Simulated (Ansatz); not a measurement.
**One shape, several levels: singlet AlO+**

Aim: a comparison of 6 runs (PBE0/6-31G, revPBE/6-31G, wB97M-V/6-31G, RPA@PBE/6-31G, BCCD(T)/6-31G, FCI/6-31G) of singlet AlO+. 

The results are computed with Ansatz 0.2.0.

48 further runs of the same task are left out: 2 that didn't finish, 46 set aside as unsound or not needed.

## (1) Starting point

The species is AlO+ (2 atoms), meant as a singlet with charge +1. As SMILES of the parent species, `[O]=[Al]`. The coordinates come from a PBE0-D4/def2-TZVP relaxation. That shape belongs to the parent species and isn't relaxed for this state.

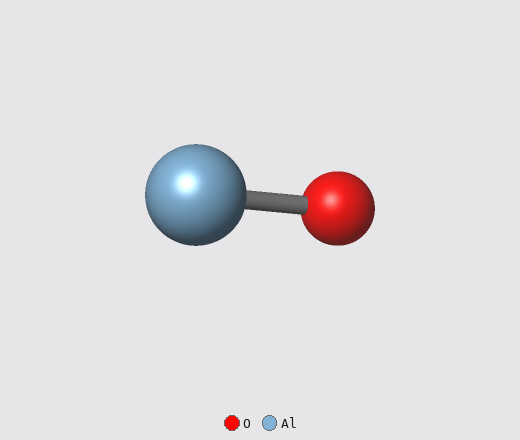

The structure, seen from a chosen angle (oxygen red, aluminium light blue).

## (2) A single-point energy at PBE0/6-31G (run 1)

Input file in.yaml:

```yaml
crystal:
  periodic: [false, false, false]
  atoms:
    - {symbol: O, position_ang: [0.000000, -0.000000, -0.024920]}
    - {symbol: Al, position_ang: [-0.000000, 0.000000, 1.594970]}
basis:
  gaussian: {orbitals: 6-31G}
total_charge: 1
hamiltonian: {xc: {name: PBE0}}
accuracy: high
```

Command:

```bash
$ ansatz run in.yaml --threads 1 --pin off --max-ram 3480MiB --events-out events.jsonl --progress --plain --runs-dir runs
```

Standard output:

```text
Warning: RAYON_NUM_THREADS=1 ignored (pool sized by the plan → 1); use --threads N
Functional definition: PBE0
  name "PBE0"
  parameter a = 0.25
  parameter kappa = 0.804
  parameter beta = 0.06672455060314922
  exchange = (1 - a)*pbe_x(kappa = kappa, mu = beta*pi^2/3) + a*exact_x
  correlation = pbe_c(beta = beta)
414 factors; integrals over basis functions are off by at most 2.8e-9 eV
mean field evaluation 1: about -8592.2039 eV, gradient 1.2e2 eV
mean field evaluation 2: about -8388.1729 eV, gradient 1.9e2 eV
mean field evaluation 4: about -8621.7330 eV, gradient 3.8e1 eV
mean field evaluation 8: about -8625.3017 eV, gradient 1.0e-1 eV
mean field evaluation 16: about -8625.3020 eV, gradient 2.1e-6 eV
mean field -8625.30204923 eV, -316.9740038693 hartree, gradient 6.9e-8 eV, S^2 0.000000; 0 other end points of the search recorded, 0 dependent functions left out
reference -8625.30205170 eV, -316.9740039603 hartree; 10, 10 occupied and 12, 12 virtual orbitals, 414 factors
Total energy: -8625.30205170 eV, -316.9740039603 hartree
```

Wall time 0.58 s (1 thread of Intel Xeon Platinum 8488C (Sapphire Rapids), shared host).

## (3) The energy at revPBE/6-31G (run 2)

Input file job.yaml:

```yaml
crystal:
  periodic: [false, false, false]
  atoms:
    - symbol: O
      position_ang: [0.000000, -0.000000, -0.024920]
    - symbol: Al
      position_ang: [-0.000000, 0.000000, 1.594970]
basis:
  gaussian:
    orbitals: 6-31G
total_charge: 1
hamiltonian:
  xc: {name: revPBE}
accuracy: high
```

Command:

```bash
$ ansatz run job.yaml --threads 1 --pin off --max-ram 3480MiB --events-out events.jsonl --progress --plain --runs-dir runs
```

Standard output:

```text
Warning: RAYON_NUM_THREADS=1 ignored (pool sized by the plan → 1); use --threads N
Functional definition: revPBE
  name "revPBE"
  parameter kappa = 1.245
[... 1 set-up line as earlier in the session ...]
  exchange = pbe_x(kappa = kappa, mu = beta*pi^2/3)
[... 1 set-up line as earlier in the session ...]
414 factors; integrals over basis functions are off by at most 2.8e-9 eV
mean field evaluation 1: about -8589.4363 eV, gradient 1.3e2 eV
mean field evaluation 2: about -8348.8158 eV, gradient 1.9e2 eV
mean field evaluation 4: about -8613.7501 eV, gradient 7.2e1 eV
mean field evaluation 8: about -8629.1630 eV, gradient 1.9e0 eV
mean field evaluation 16: about -8629.1705 eV, gradient 1.6e-4 eV
mean field evaluation 32: about -8622.3828 eV, gradient 5.1e-3 eV
mean field -8629.17052825 eV, -317.1161678512 hartree, gradient 7.8e-9 eV, S^2 0.000000; 3 other end points of the search recorded, 0 dependent functions left out
reference -8629.17053222 eV, -317.1161679974 hartree; 10, 10 occupied and 12, 12 virtual orbitals, 414 factors
Total energy: -8629.17053222 eV, -317.1161679974 hartree
```

It took 0.97 s on 1 thread of Intel Xeon Platinum 8488C (Sapphire Rapids), shared host.

Runs 3 to 5 aren't shown in full; the table further down has their settings and results.

## (4) A single-point energy at FCI/6-31G (run 6)

Input file input.yaml:

```yaml
crystal:
  periodic: [false, false, false]
  atoms:
    - {symbol: O, position_ang: [0.000000, -0.000000, -0.024920]}
    - {symbol: Al, position_ang: [-0.000000, 0.000000, 1.594970]}
basis:
  gaussian:
    orbitals: 6-31G
correlation:
  method: fci
  frozen_orbitals: {Al: 5, O: 1}
total_charge: 1
accuracy: high
```

Command:

```bash
$ ansatz run input.yaml --threads 1 --pin off --max-ram 3480MiB --events-out events.jsonl --progress --plain --runs-dir runs
```

Standard output (excerpt; [...] marks lines left out):

```text
Warning: RAYON_NUM_THREADS=1 ignored (pool sized by the plan → 1); use --threads N
Functional definition: HF
  name "HF"
[...]
414 factors; integrals over basis functions are off by at most 2.8e-9 eV
[...]
mean field -8606.81690838 eV, -316.2946874728 hartree, gradient 1.7e-8 eV, S^2 0.000000; 6 other end points of the search recorded, 0 dependent functions left out; unrestricted orbitals would lower it
unrestricted determinant -8609.05177493 eV, -316.3768173038 hartree, S^2 1.0096
6 core orbitals not correlated: weight in the atoms' cores, before any rotation towards them, 1.000 or more for the frozen orbitals, at most 0.000 for the correlated occupied ones
reference -8606.81690838 eV, -316.2946874728 hartree; 4, 4 occupied and 12, 12 virtual orbitals, 414 factors
state -8612.65320966 eV, -316.5091675890 hartree
Total energy: -8612.65320966 eV, -316.5091675890 hartree
```

Wall time 5.1 s (1 thread of Intel Xeon Platinum 8488C (Sapphire Rapids), shared host); peak memory 0.16 GiB.

## (5) The series

| run | level | frozen core orbitals | energy (Eh) | wall time |
| --- | --- | --- | --- | --- |
| 1 | PBE0/6-31G | – | -316.974004 | 0.58 s |
| 2 | revPBE/6-31G | – | -317.116168 | 0.97 s |
| 3 | wB97M-V/6-31G | – | -317.140813 | 5.1 s |
| 4 | RPA@PBE/6-31G | 6 | -316.573746 | 1.4 s |
| 5 | BCCD(T)/6-31G | 6 | -316.507484 | 0.4 s |
| 6 | FCI/6-31G | 6 | -316.509168 | 5.1 s |

## (6) What came out

| quantity | value |
| --- | --- |
| run 6: total energy | -316.50917 Eh |
| run 6: correlation energy (6 core orbitals frozen) | -214.5 mEh |

What this shows: Against full CI in this basis: BCCD(T) +1.7 mEh. Totals of different functionals can't be ranked against each other. In runs 4, 5 the log says that unrestricted orbitals would lower the reference, so the values rest on an unstable closed-shell determinant (other closed-shell runs at this shape may share the fault). All runs together took 14 s, the longest 5.1 s.
